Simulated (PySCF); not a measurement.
**C₃H₁₁BOS: density, localisation and related maps**

The calculation's input:

```
{"job": {"kind": "nmr", "xc": "BP86", "basis": "pcSseg-1", "pop": false}, "charge": 0, "multiplicity": 1}
B     -0.726502     0.248147     1.684185
O     -0.766408     0.214746     0.023961
C     -1.731110    -0.568702    -0.644458
C      0.062387     0.970604    -0.796190
S      1.276847    -0.065053    -1.693589
C      2.317795    -0.534329    -0.283645
H      0.146494     1.009566     1.934282
H     -0.495631    -0.874267     1.999338
H     -1.804358     0.631190     1.996972
H     -2.474681     0.069956    -1.134079
H     -2.215447    -1.187729     0.105780
H     -1.247023    -1.202398    -1.394861
H      0.607038     1.671261    -0.163508
H     -0.507833     1.505227    -1.564407
H      2.991989    -1.309260    -0.632535
H      2.882080     0.332320     0.049484
H      1.684362    -0.911279     0.513269
```

Launched as:

```sh
OMP_NUM_THREADS=1 python ens_run.py task.json out
```

Geometry: GFN2-xTB.

Level of theory: BP86/pcSseg-1, SCF density, gas phase, non-relativistic in PySCF.

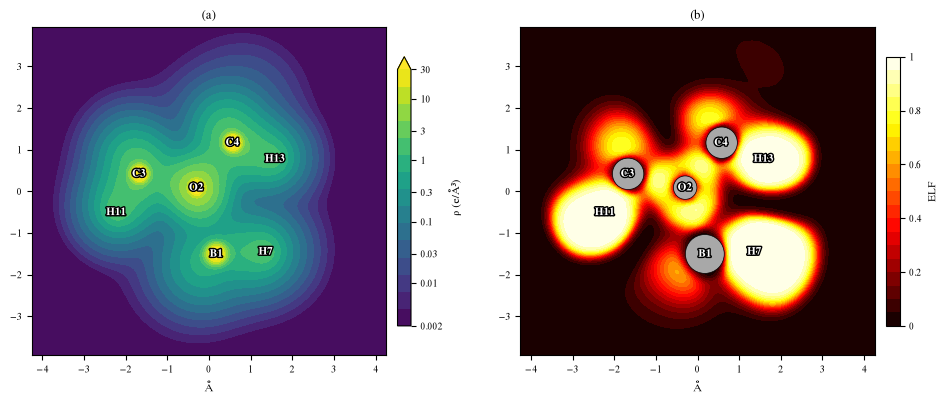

Figure 1. (a) total electron density; (b) ELF on the plane of atoms B1, O2 and C4. Grey discs cover the atomic cores in the ELF map.

Question: Describe what can be read from this map.

Answer:
- The section cuts through B, O, C and H sites.
- C–O (1.39 Å): ρ is about 2.1 e/Å³ halfway, with its minimum of 1.8 e/Å³ about 0.5 Å from C; the ELF peaks at about 0.85 between the atoms (a shared but strongly polarised pair).
- B–O (1.66 Å): ρ at the midpoint is about 0.91 e/Å³, with its minimum of 0.55 e/Å³ about 0.6 Å from B; the ELF peaks at about 0.90 between the atoms, as expected for a shared but strongly polarised pair.
- C–H (1.09 Å): ρ is about 2.1 e/Å³ halfway; the ELF climbs to about 1 towards the hydrogen, as it does in any bond to H (a covalent bond by its length).
- B–H (1.19 Å): ρ is about 1.2 e/Å³ halfway; the ELF climbs to about 1 towards the hydrogen; a covalent bond by its length.

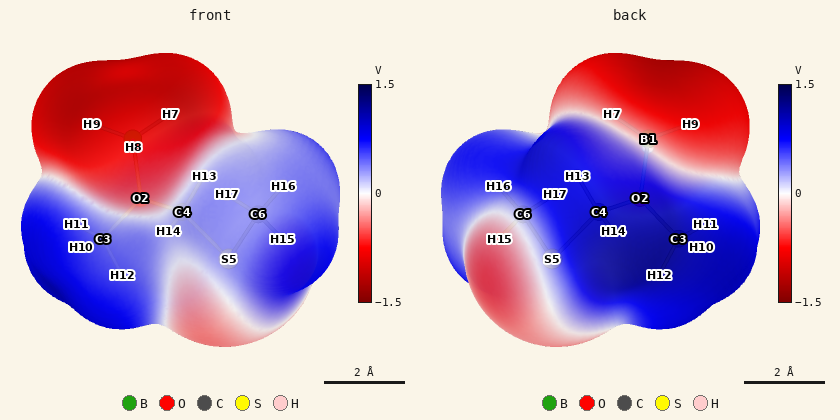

Figure 2. The molecular electrostatic potential painted on the density surface at 0.001 e/bohr³, seen from the front and from behind; red is negative and blue positive.

Question: Where is the surface potential most negative and most positive?

Answer: The most negative region (about −1.2 V) lies over H9, the most positive (about +1.2 V) over H10 and H14.

Question: What dipole moment does the calculation give?

Answer: Its dipole moment is 3.18 D.
